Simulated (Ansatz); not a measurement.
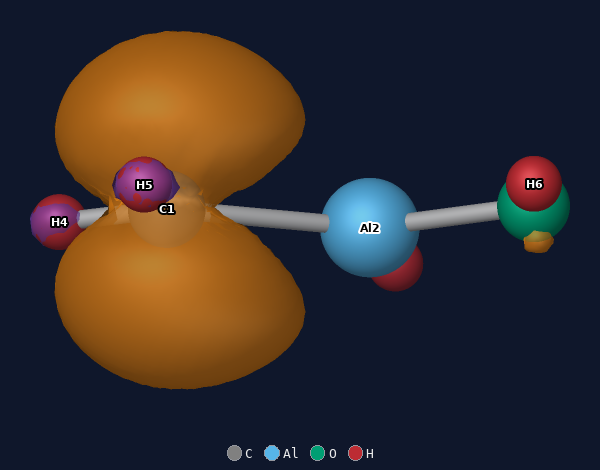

*CH4AlO (doublet). Isosurfaces of the spin density at +0.03 (orange) and −0.03 e/Å³ (purple), seen from one side.*

Geometry: PBE0-D4/def2-TZVP.

These are results of Ansatz, UKS PBE0-D4/def2-TZVPP, not measurements.

```xyz
7

C    -0.5498    0.6082    0.1405
Al    0.9115   -0.6336    0.2876
O     0.9469   -1.8084    1.5127
H    -0.6053    1.3755   -0.6308
H    -1.4147    0.6392    0.8016
H     0.2664   -1.9138    2.1746
H     2.1381   -0.6317   -0.7033
```

**Describe the spin distribution.**

The unpaired spin (1 electron) lies mostly on C1 (about 0.8) and Al2 (about 0.2), in electrons by Hirshfeld's partition.
